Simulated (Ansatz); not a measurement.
# How far to go with the k-point mesh at a smearing width of 0.02 eV: CoAl (P4mm, 2 atoms in the cell)

```xyz
2
Lattice="2.8514 0.0000 0.0000 0.0000 2.8514 0.0000 0.0000 0.0000 2.8514" Properties=species:S:1:pos:R:3 pbc="T T T"
Al     1.4257     1.4257     1.4757
Co     0.0000     0.0000     0.0000
```

Level of theory: PBEsol, PAW files made with PBE (plane waves; Ansatz, a first-principles code).

Base settings: basis.ecutwfc = 420 eV; kpoints.mp_grid.grid = 12 12 12; hamiltonian.xc = pbesol; hamiltonian.pseudopotentials = {kind: paw} (the program's default PAW files); scf.occupations.method = gaussian; scf.occupations.width = 0.1 eV.

In this ladder: scf.occupations.width = 0.02 eV.

Only quantities that move along the ladder and can be compared are tabulated.

The count of work is k-points × plane waves × bands × iterations; it is no time. 

The starting cell has typed, rounded lattice constants, without a prior relaxation at this level. Its lattice was rescaled by up to half a per cent. One atom was moved a little off its site on purpose. Spin polarisation is off. In the base run, with a pressure of about -5 GPa the cell is away from its equilibrium volume at this level. Ansatz's pressure includes its estimate of the finite-basis (Pulay) stress.

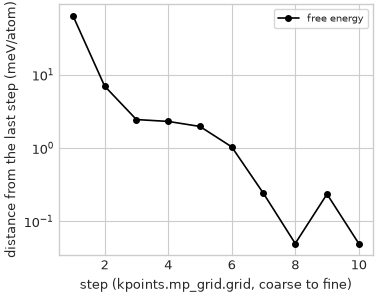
Fig. 1. Distance from the last step along the ladder; very small values are drawn at a floor.

```tsv
kpoints.mp_grid.grid	free energy less the last step's (meV/atom)	pressure (GPa)	count of work / last
4 4 4	64.48	-3.68	0.016
5 5 5	-7.02	-5.88	0.010
6 6 6	2.46	-5.13	0.023
7 7 7	-2.32	-5.54	0.023
9 9 9	-1.98	-5.42	0.044
10 10 10	-1.04	-5.46	0.073
13 13 13	0.24	-5.43	0.11
15 15 15	-0.01	-5.41	0.20
18 18 18	-0.24	-5.43	0.37
22 22 22	0.03	-5.40	0.64
27 27 27	0.00	-5.41	1.0
```

Coarsest kpoints.mp_grid.grid that holds the pressure within 0.2 GPa of the last step, with all finer ones: 7 7 7, at 0.023 of the last step's count of work; the step before is off by 0.28 GPa.

Coarsest kpoints.mp_grid.grid that holds the free energy within 0.5 meV/atom of the last step, with all finer ones: 13 13 13, at 0.11 of the last step's count of work; the step before is off by 1.0 meV/atom.

Keys are those of Ansatz 0.2.
